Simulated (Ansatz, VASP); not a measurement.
# Cross-check of Ru (Ruthenium) between VASP and Ansatz

Aim: how closely do two programs agree when they are given the same cell, functional and k mesh? The structure shown is the end of the VASP relaxation below.

Calculated with Ansatz 0.2.0; plane waves, with VASP 6.6.1 beside it; single point at PBE with D3(BJ).

### Step 1. The starting structure

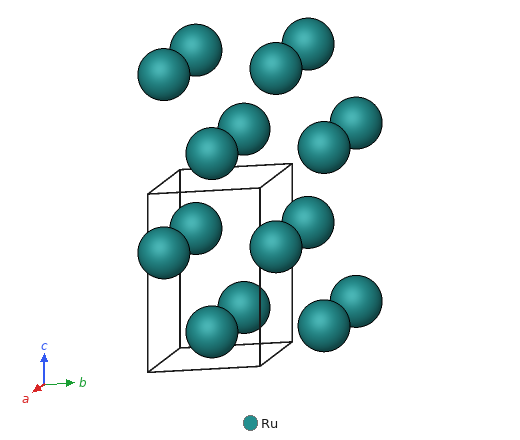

The cell as given, slightly off an axis (ruthenium teal). 2×2×2 cells are drawn.

As a file:

```cif
data_structure
_symmetry_space_group_name_H-M 'P 1'
_symmetry_Int_Tables_number 1
_cell_length_a 2.6826
_cell_length_b 2.6826
_cell_length_c 4.2460
_cell_angle_alpha 90.000
_cell_angle_beta 90.000
_cell_angle_gamma 120.000
_cell_volume 26.46
loop_
_atom_site_label
_atom_site_type_symbol
_atom_site_fract_x
_atom_site_fract_y
_atom_site_fract_z
_atom_site_occupancy
Ru1 Ru 0.66667 0.33333 0.75000 1
Ru2 Ru 0.33333 0.66667 0.25000 1
```

### Step 2. VASP: relaxation, PBE with D3(BJ)

This run makes the geometry at which the two programs are then compared.

Lines of VASP's logs that name or quote its potential files are left out, and so is its time.

Contents of INCAR:

```
SYSTEM = Ru
PREC = Accurate
ENCUT = 450
EDIFF = 1E-06
NELM = 100
ISMEAR = 1
SIGMA = 0.15
LREAL = .FALSE.
ALGO = Normal
GGA = PE
IVDW = 12
NBANDS = 20
LASPH = .TRUE.
LORBIT = 11
LWAVE = .FALSE.
LCHARG = .FALSE.
KPAR = 8
IBRION = 2
NSW = 30
ISIF = 4
EDIFFG = -0.01
```

Contents of POSCAR:

```
Ru
1.0
    2.6831913862      0.0000000000      0.0000000000
   -1.3415956931      2.3237119037      0.0000000000
    0.0000000000      0.0000000000      4.2442560776
Ru
2
Direct
    0.6666666667      0.3333333333      0.7500000000
    0.3333333333      0.6666666667      0.2500000000
```

Contents of KPOINTS:

```
Automatic mesh
0
Gamma
18 18 10
0 0 0
```

Potentials, in the order of the species: Ru_pv (PBE family, release 64).

Launch:

```bash
mpirun -np 8 vasp_std
```

Numbers of over 12 decimals in the logs are rounded to 6 here.

The program printed:

```text
[banner, memory and clock lines left out]
running    8 mpi-ranks, on    1 nodes
 distrk:  each k-point on    1 cores,    8 groups
 distr:  one band on    1 cores,    1 groups

 POSCAR found type information on POSCAR Ru
 POSCAR found :  1 types and       2 ions
|                                                                             |
|           W    W    AA    RRRRR   N    N  II  N    N   GGGG   !!!           |
|           W    W   A  A   R    R  NN   N  II  NN   N  G    G  !!!           |
|           W    W  A    A  R    R  N N  N  II  N N  N  G       !!!           |
|           W WW W  AAAAAA  RRRRR   N  N N  II  N  N N  G  GGG   !            |
|           WW  WW  A    A  R   R   N   NN  II  N   NN  G    G                |
|           W    W  A    A  R    R  N    N  II  N    N   GGGG   !!!           |
|                                                                             |
|     For optimal performance we recommend to set                             |
|       NCORE = 2 up to number-of-cores-per-socket                            |
|     NCORE specifies how many cores store one orbital (NPAR=cpu/NCORE).      |
|     This setting can greatly improve the performance of VASP for DFT.       |
|     The default, NCORE=1 might be grossly inefficient on modern             |
|     multi-core architectures or massively parallel machines. Do your        |
|     Unfortunately you need to use the default for GW and RPA                |
|     calculations (for HF NCORE is supported but not extensively tested      |
|     yet).                                                                   |
|                                                                             |

 LDA part: xc-table for (Slater+PW92), standard interpolation
 POSCAR, INCAR and KPOINTS ok, starting setup
 FFT: planning ... GRIDC
 FFT: planning ... GRID_SOFT
 FFT: planning ... GRID
 WAVECAR not read
 entering main loop
       N       E                     dE             d eps       ncg     rms          rms(c)
DAV:   1     0.266426373013E+03    0.26643E+03   -0.16420E+04  8932   0.141E+03
DAV:   2    -0.141824207927E+02   -0.28061E+03   -0.27251E+03  9140   0.436E+02
DAV:   3    -0.196915130503E+02   -0.55091E+01   -0.54685E+01 10160   0.683E+01
DAV:   4    -0.197359163308E+02   -0.44403E-01   -0.44363E-01 11460   0.579E+00
DAV:   5    -0.197365762271E+02   -0.65990E-03   -0.65834E-03 10000   0.586E-01    0.189E+01
DAV:   6    -0.185132106615E+02    0.12234E+01   -0.27713E+00 10140   0.169E+01    0.540E+00
DAV:   7    -0.184307740340E+02    0.82437E-01   -0.44408E-01 10260   0.525E+00    0.119E+00
DAV:   8    -0.184239896429E+02    0.67844E-02   -0.25556E-02  9960   0.116E+00    0.230E-01
DAV:   9    -0.184238175049E+02    0.17214E-03   -0.12111E-03 10208   0.377E-01    0.384E-02
DAV:  10    -0.184238177817E+02   -0.27681E-06   -0.12760E-04  9980   0.117E-01    0.320E-02
DAV:  11    -0.184238117928E+02    0.59889E-05   -0.22038E-05 10076   0.455E-02    0.128E-03
DAV:  12    -0.184238118693E+02   -0.76534E-07   -0.13899E-07  6112   0.378E-03
   1 F= -.19705941E+02 E0= -.19705615E+02  d E =-.197059E+02
 curvature:   0.00 expect dE= 0.000E+00 dE for cont linesearch  0.000E+00
 trial: gam= 0.00000 g(F)=  0.162E-45 g(S)=  0.326E-04 ort = 0.000E+00 (trialstep = 0.100E+01)
 search vector abs. value=  0.326E-04
 bond charge predicted
       N       E                     dE             d eps       ncg     rms          rms(c)
DAV:   1    -0.184240716714E+02   -0.25988E-03   -0.98480E-03  9128   0.782E-01    0.101E-01
DAV:   2    -0.184238562303E+02    0.21544E-03   -0.29202E-04  9468   0.148E-01    0.388E-02
DAV:   3    -0.184238148421E+02    0.41388E-04   -0.11039E-04  9760   0.718E-02    0.981E-03
DAV:   4    -0.184238151580E+02   -0.31589E-06   -0.32130E-06  9440   0.219E-02
   2 F= -.19705942E+02 E0= -.19705619E+02  d E =-.121469E-05
 trial-energy change:   -0.000001  1 .order   -0.000004   -0.000033    0.000025
 step:   0.5693(harm=  0.5693)  dis= 0.00000  next Energy=   -19.705950 (dE=-0.927E-05)
 bond charge predicted
       N       E                     dE             d eps       ncg     rms          rms(c)
DAV:   1    -0.184238692271E+02   -0.54385E-04   -0.18423E-03  9072   0.338E-01    0.436E-02
DAV:   2    -0.184238290495E+02    0.40178E-04   -0.54483E-05  9252   0.643E-02    0.167E-02
DAV:   3    -0.184238214545E+02    0.75950E-05   -0.20493E-05  9552   0.309E-02    0.414E-03
DAV:   4    -0.184238214967E+02   -0.42230E-07   -0.55738E-07  5152   0.940E-03
   3 F= -.19705949E+02 E0= -.19705625E+02  d E =-.844349E-05
 curvature:  -0.28 expect dE=-0.219E-06 dE for cont linesearch -0.219E-06
 trial: gam= 0.00000 g(F)=  0.119E-45 g(S)=  0.769E-06 ort =-0.501E-05 (trialstep = 0.914E+00)
 search vector abs. value=  0.769E-06
 reached required accuracy - stopping structural energy minimisation
```

Parts of OUTCAR (step 2):

```text
ion  position               nearest neighbor table
   1  0.667  0.333  0.750-   2 2.63   2 2.63   2 2.63   2 2.63   2 2.63   2 2.63
   2  0.333  0.667  0.250-   1 2.63   1 2.63   1 2.63   1 2.63   1 2.63   1 2.63

  LATTYP: Found a hexagonal cell.
 ALAT       =     2.6831913862
 C/A-ratio  =     1.5817940157

 Subroutine GETGRP returns: Found 24 space group operations
 (whereof 12 operations were pure point group operations)

The static configuration has the point symmetry D_3d.
 The point group associated with its full space group is D_6h.

 Found    222 irreducible k-points:

   k-points           NKPTS =    222   k-points in BZ     NKDIM =    222   number of bands    NBANDS=     20

   dimension x,y,z NGX =    20 NGY =   20 NGZ =   30
   dimension x,y,z NGXF=    40 NGYF=   40 NGZF=   60

   ENCUT  =  450.0 eV  33.07 Ry    5.75 a.u.   4.64  4.64  7.34*2*pi/ulx,y,z

   NELECT =      28.0000    total number of electrons

 k-points in reciprocal lattice and weights: Automatic mesh
   0.00000000  0.00000000  0.00000000       0.000
   0.05555556  0.00000000  0.00000000       0.002
   0.11111111  0.00000000  0.00000000       0.002
   0.16666667  0.00000000  0.00000000       0.002
   0.22222222  0.00000000  0.00000000       0.002
   0.27777778  0.00000000  0.00000000       0.002
   0.33333333  0.00000000  0.00000000       0.002
   0.38888889 -0.00000000  0.00000000       0.002
   0.44444444  0.00000000  0.00000000       0.002
[...]
0.33333333  0.27777778  0.50000000       0.004
   0.33333333  0.33333333  0.50000000       0.001

 Edisp (eV)   -1.28213

 average (electrostatic) potential at core
       1 -66.7567       2 -66.7567

 E-fermi :  13.3083

 k-point     1 :       0.0000    0.0000    0.0000
  band No.  band energies     occupation
    ...
     11      10.8022      2.00000
     12      11.3304      2.00000
     13      11.3304      2.00000
     14      11.8766      2.00000
     15      11.8766      2.00000
     16      14.5470     -0.00000
     17      14.5470     -0.00000
     18      14.6392     -0.00000
     19      23.6966      0.00000
     20      23.7127      0.00000

 k-point     2 :       0.0556    0.0000    0.0000
  band No.  band energies     occupation
    ...
     11      11.0257      2.00000
     12      11.2770      2.00000
     13      11.4194      2.00000
     14      11.7597      2.00000
     15      11.8018      2.00000
     16      13.4477     -0.03220
     17      14.5943     -0.00000
     18      15.8963     -0.00000
     19      23.6956      0.00000
     20      23.7125      0.00000

 k-point     3 :       0.1111    0.0000    0.0000
  band No.  band energies     occupation
    ...
     12      11.3291      2.00000
     13      11.3708      2.00000
     14      11.6024      2.00000
     15      11.6815      2.00000
     16      12.6150      2.00000
     17      14.7145     -0.00000
     18      17.2883      0.00000
     19      23.6911      0.00000
     20      23.7126      0.00000

 Edisp (eV)   -1.28213

  Total       0.87209     0.87209     0.86517    -0.00000     0.00000     0.00000
  in kB      52.80011    52.80011    52.38141    -0.00000     0.00000     0.00000
  external pressure =       52.66 kB  Pullay stress =        0.00 kB

  energy-cutoff  :      450.00
  volume of cell :       26.46
      direct lattice vectors                 reciprocal lattice vectors
     2.682638655  0.000000000 -0.000000000     0.372767312  0.215217308  0.000000000
    -1.341319327  2.323233224  0.000000000     0.000000000  0.430434616  0.000000000
     0.000000000  0.000000000  4.246005233     0.000000000  0.000000000  0.235515489

 POSITION                                       TOTAL-FORCE (eV/Angst)
 -----------------------------------------------------------------------------------
      1.34132      0.77441      3.18450        -0.000000     -0.000000      0.000000
     -0.00000      1.54882      1.06150         0.000000      0.000000      0.000000
 -----------------------------------------------------------------------------------
    total drift:                                0.000000     -0.000000      0.000000

  FREE ENERGIE OF THE ION-ELECTRON SYSTEM (eV)
  ---------------------------------------------------
  free  energy   TOTEN  =       -19.7059490184 eV

  energy  without entropy=      -19.7049758440  energy(sigma->0) =      -19.70562463

 reached required accuracy - stopping structural energy minimisation

 total charge
# of ion       s       p       d       tot
------------------------------------------
    1        0.417   6.329   5.982  12.728
    2        0.417   6.329   5.982  12.728
--------------------------------------------------
tot          0.833  12.658  11.964  25.455

[... 3 further parts left out ...]
```

CONTCAR:

```
Ru
   1.00000000000000
     2.6826386545764986    0.0000000000000000   -0.0000000000000000
    -1.3413193272882493    2.3232332240733942    0.0000000000000000
     0.0000000000000000    0.0000000000000000    4.2460052332119957
  Ru
     2
Direct
     0.6666666667000030    0.3333333332999970    0.7500000000000000
     0.3333333332999970    0.6666666667000030    0.2500000000000000
```

### Step 3. Ansatz: single point, PBE with D3(BJ)

Ansatz runs on its default PAW (the set named soft_2) files.

The same cell, functional, mesh and smearing now go to Ansatz, which takes its cutoff from its data sets.

Contents of input.yaml:

```yaml
crystal:
  lattice:
    - [2.68263865, 0.0, 0.0]
    - [-1.34131933, 2.32323322, 0.0]
    - [0.0, 0.0, 4.24600523]
  atoms:
    - { symbol: Ru, position: [0.66666667, 0.33333333, 0.75] }
    - { symbol: Ru, position: [0.33333333, 0.66666667, 0.25] }
hamiltonian:
  xc: pbe
  pseudopotentials: { kind: paw }
  dispersion: d3bj
kpoints:
  mp_grid: { grid: [18, 18, 10] }
scf:
  occupations: { method: methfessel_paxton, width: 0.15 }
  n_extra_bands: 4
output:
  forces: true
  stress: true
  eigenvalues: true
  write_density: true
  write_potential: true
  elf: true
  volumetric_format: npy
```

Launch:

```bash
ansatz run input.yaml --threads 2 --pin off --max-ram 4608MiB --backend cpu --events-out ev --progress --plain --runs-dir out
```

The program printed:

```text
scf.n_extra_bands = 4 over 16 filled bands (N_el = 32.0): the run solves 20 bands
Engine: ansatz 0.2.0, aarch64-unknown-linux-gnu
Pseudopotentials: kind: paw
Pseudopotential: Ru, paw, valence charge 16, recommended cutoff 420 eV (normal), Ru.paw.azcp
Functional definition: PBE
  parameter kappa = 0.804
  parameter beta = 0.066725
  exchange = pbe_x(kappa = kappa, mu = beta*pi^2/3)
  correlation = pbe_c(beta = beta)
Crystal: 2 atoms, lattice volume = 26.463 Å³
Basis set: ecut = 420 eV, 537 PW (Γ), exchange–correlation on 36×36×60 points (8 copies of the dense FFT grid, shifted against one another)
Bands: 20, of which v1, the nominal top of the filled ones, is band 16 counted from 1 (15 counted from 0)
Symmetry: 24 space group operations
Space group: P63/mmc (ITA 194), of the structure as read, at distance tolerance 3.0e-5 Å
k-points: 222 of 3240
Non-local potential: Ru, projectors of the file, l = 0: 3, l = 1: 2, l = 2: 2, l = 3: 1
PAW form: soft (Blöchl's): semilocal exchange-correlation on the pseudo side does not see the compensation charge
PAW one-centre angular grid: Ru, 590 points (default); XC on 64 Gauss nodes
Initial density: superposition of atomic densities (neutral atoms: chi_scale 0, normalization atom), corrected by the library's trained network
Initial wavefunctions: pseudopotential atomic-orbital guess
Functional: x = pbe(κ = 0.804, μ = 0.219515), c = pbe(β = 0.066725)
SCF iter   1: F=—  HF=-11758.612092 eV  |F-HF|=—  |Δ(HF+E_count)|=         —  Δρ=6.76e-3  dr2=2.35e-3  ethr=1.77e-3  ⟨swp⟩=5.0  Hψ=17367  notcnv=0
preconditioner: auto → none  [metal: Δε(μ)=0.007 eV  Ē_g=6.035 eV  σ=0.150 eV  W_gap=0.04  n_scr=8 (ndim 8)  ℏωp=28.9 eV  f_vac=0.000  D(μ)=1.77/eV (n_scr^D=22)  sad-step TF]
SCF iter   2: F=—  HF=-11758.614261 eV  |F-HF|=—  |Δ(HF+E_count)|=   2.17e-3  S|Δr|=    0.00e0  Δρ=3.96e-3  dr2=8.47e-4  ethr=7.35e-6  ⟨swp⟩=2.0  Hψ=9250  notcnv=0
SCF iter   3: F=—  HF=-11758.615301 eV  |F-HF|=—  |Δ(HF+E_count)|=   1.04e-3  S|Δr|=    0.00e0  Δρ=3.05e-4  dr2=6.57e-6  ethr=2.65e-6  ⟨swp⟩=2.1  Hψ=6003  notcnv=0
SCF iter   4: F=—  HF=-11758.615270 eV  |F-HF|=—  |Δ(HF+E_count)|=   3.17e-5  S|Δr|=    0.00e0  Δρ=1.24e-4  dr2=8.93e-7  ethr=2.05e-8  ⟨swp⟩=2.0  Hψ=7977  notcnv=0
SCF iter   5: F=-11758.615270 eV  HF=-11758.615270 eV  |F-HF|=2.30e-8  |Δ(HF+E_count)|=   6.27e-7  S|Δr|=    0.00e0  Δρ=2.50e-5  dr2=2.63e-8  ethr=3.13e-10  ⟨swp⟩=6.4  Hψ=30188  notcnv=0
SCF 1 converged in 5 iterations: F = -11758.615270 eV  dr2 = 2.63e-8
  greatest PAW one-centre occupation: 0.998 electrons in one spin orbital (limit 2), on the Ru atom at site 1 (counted from 0), in its partial waves of l = 0
SCF converged after 5 iterations
Stability not checked: this state was not tested for a lower state beside it, because cold or Methfessel-Paxton smearing, or corrected tetrahedra, fill the levels in a way that the test cannot read (fill_not_monotonic; see scf.lower_state_search)
Free energy (F): -11758.615270 eV
Harris-Foulkes:  -11758.615270 eV  (|F-HF|=2.30e-8)
Internal energy: -11758.614296 eV  (E = F + TS)
E sigma→0 (E₀):  -11758.615027 eV
Entropy (-TS):   -0.000975 eV (-0.487 meV/atom)
Fermi energy:    24.266932 eV
--- Per-component energies (eV) ---
  E_band       = -84.396584
  E_kinetic    = 1031.191452
  E_local      = -2461.969115  (includes V_loc(G=0)·N_el)
  E_nonlocal   = 686.130081
  E_hartree    = 791.856752
  E_xc         = -382.276262
  E_vxc        = -480.063934  (∫ρ·V_xc dr)
  E_paw        = -6921.541885  (= ΣΔE_a)
  E_vpaw       = -443.402588  (= ΣTr[D̂ρ^β])
  E_aug_tail   = -0.000410  (compensation charges beyond the density's cutoff)
  E_ewald      = -4500.722435
  E_disp       = -1.282474  (pairwise vdW)
  E_smearing   = -0.000975  (= −TS)
  E_closure    = -0.000000  (closes the sum)
  Σ components = -11758.615270   (vs F -11758.615270, Δ=0.00e0)
--- Forces (eV/Å), atoms counted from 1 ---
  atom   1  Ru     0.00000000    -0.00000000     0.00000000
  atom   2  Ru    -0.00000000     0.00000000    -0.00000000
  max |Σ_I F_I| component: 4.63e-18 eV/Å
--- Stress (GPa, compression-positive) ---
        5.456179       0.000000       0.000000
        0.000000       5.456179      -0.000000
        0.000000      -0.000000       5.409384
  P = ⅓ Tr σ = 5.4406 GPa (54.406 kbar)
--- Band table (eV; the first three rows and the last of 222) ---
  k-point 0: bands = [... 12 lower, 21.7581, 22.2860, 22.2860, 22.8332, 22.8332, 25.5077, 25.5077, 25.5965]
  k-point 1: bands = [... 12 lower, 21.6998, 22.2164, 22.2164, 22.9963, 22.9963, 25.2136, 25.5160, 25.5160]
  k-point 2: bands = [... 12 lower, 21.5450, 22.0353, 22.0353, 23.3880, 23.3880, 24.2787, 25.5089, 25.5089]
  k-point 221: bands = [... 12 lower, 21.4750, 21.4750, 23.0380, 23.0380, 25.5562, 25.5562, 32.9593, 32.9593]
```

The job ended after 6.1 s (2 threads of Arm Neoverse N1, shared host; peak memory 0.36 GiB; 11 s of CPU time).

The run ends at a pressure of 5.44 GPa.

### Step 4. Side by side

Known differences besides the PAW data sets themselves: the data sets hold 32 valence electrons in Ansatz (default PAW (the set named soft_2) files) and 28 in VASP; the cutoff is 420 eV in Ansatz and 450 eV in VASP. Total energies have different zeros and are not compared.

Both answers:

```
      quantity  Ansatz  VASP  difference
pressure (GPa)    5.44  5.27       +0.17
```

Ansatz's pressure holds a Pulay correction of 0.08 GPa; VASP's holds none.

### Step 5. What came out

```json
{"difference in pressure (single point, PBE with D3(BJ), volume scaled by 0.985)": "0.17 GPa"}
```

In words: The difference in pressure is 0.17 GPa (single point, PBE with D3(BJ)), within the 1 GPa picked in this series as the mark of a large difference. 1 further run on this material is not shown. Differences of this kind measure data sets and numerical settings, not the functional's error against experiment.

[Lines on the potential files, build, host, timing and source positions are cut from VASP's logs without a mark.]

[Logs are printed without paths, hosts, clocks, repeated set-up lines and the standing remarks that a program may print on its own settings, such as how far it seeks lower states.]

[Hosts, paths, dates, database ids (printed as entryN), source tags and the programs' standing remarks are cut or masked in the printed files.]
